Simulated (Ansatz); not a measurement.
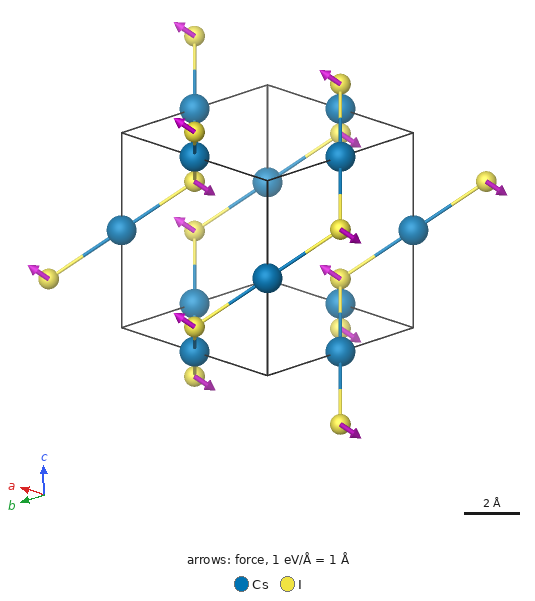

Starting geometry of crystalline Cs3I2 (a generated structure, set up in R-3m) (coarse preliminary run) with the computed forces as purple arrows. Style: ball-and-stick. Shown: the cell of the calculation, from a free direction.

These are results of DFT PBE, scalar-relativistic, plane waves, PAW (Ansatz), not measurements. Set-up: plane-wave cutoff 420 eV; k-point mesh 2 × 2 × 2; occupations gaussian; smearing width 0.1 eV; no spin polarisation; cell and atoms relaxed; force threshold 0.04 eV/Å; at most 70 steps.

**What follows when this structure is relaxed?**

It isn't relaxed: the largest force vector, on I atoms, is 0.95 eV/Å. The atoms end up moving mostly along the starting forces (cosine between the two patterns 1.00). The largest moves relative to the cell, 1.40 Å, are those of I atoms. Cs stays in place. The drawn cell changes as follows: a = b = c 7.600 → 7.211 Å (−5.1 %), α 90.0° → 81.0°, β 90.0° → 81.0°, γ 90.0° → 81.0°; the volume changes by −17.4 %. Near-neighbour distances that change, for instance: Cs–I 3.291 → 3.743 Å. Among the angles between lasting bonds that change: Cs–I–Cs 109.5° → 77.5°. The space group stays R-3m (No. 166). Over 9 accepted moves (10 points after the start) the energy falls by 1.144 eV per cell of the calculation. Largest force component: 0.95 eV/Å at the start, 0.0081 eV/Å at the end. Pressure: 2.24 GPa at the start and 0.02 GPa at the end. The SCF was repeated once at an unchanged geometry on a basis and grid sized afresh for the cell, which shifted the energy by 0.9 meV per cell of the calculation at most. Cost: 60 s on 1 thread of Intel(R) Xeon(R) Platinum 8259CL CPU @ 2.50GHz (Skylake/Cascade Lake), on a shared host, peak memory 0.64 GiB.

Limits of the set-up: the k-point mesh is coarse for a cell with partly filled bands.
